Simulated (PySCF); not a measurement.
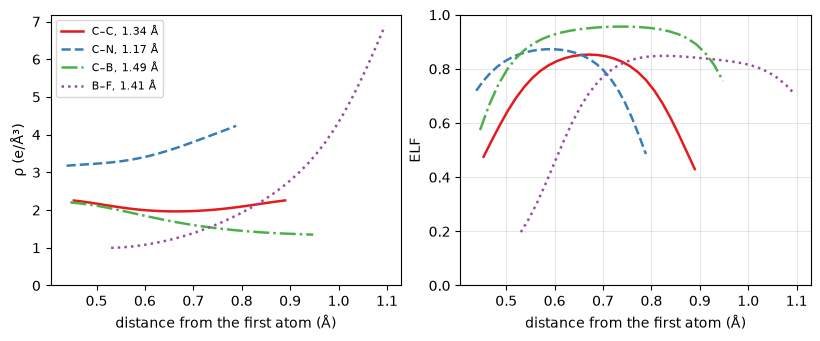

Figure 1: C4H3BFN (SMILES [N-]=[C]B(F)C1=CC1) (charge −1, doublet). Electron density and ELF along straight lines between neighbouring atoms. The curves leave out the atomic cores.

Geometry: GFN2-xTB.

The calculation used UKS B3LYP, pcH-1 on B C F H N, non-relativistic, mean-field spin-orbit, GIAO (PySCF).

Input

```
{"job": {"kind": "epr", "basis": "pcH-1"}, "charge": -1, "multiplicity": 2}
N      3.161439     1.008000    -0.173815
C      2.285971     0.262920     0.033236
B      1.141078    -0.670055     0.287446
F      1.446180    -1.936329     0.837263
C     -0.273435    -0.322820    -0.009205
C     -1.593594    -0.563474    -0.054961
C     -1.178806     0.765289    -0.551983
H     -2.437246    -1.191210     0.107848
H     -1.362307     1.666335     0.042591
H     -1.180398     0.985999    -1.624549
```

Run with:

```sh
OMP_NUM_THREADS=1 python probes_run.py task.json out
```

> What kind of bonding do the profiles show?

C–C (1.34 Å): ρ is about 2 e/Å³ halfway; the ELF peaks at about 0.85 between the atoms (a short, multiple covalent bond).
C–N (1.17 Å): ρ is about 3.4 e/Å³ halfway; the ELF peaks at about 0.85 between the atoms: a short, multiple covalent bond.
C–B (1.49 Å): ρ at the midpoint is about 1.5 e/Å³; the ELF peaks at about 0.95 between the atoms, as expected for a covalent bond.
B–F (1.41 Å): the density is about 1.4 e/Å³ at the midpoint; the ELF peaks at about 0.85 between the atoms, as expected for a shared but strongly polarised pair.
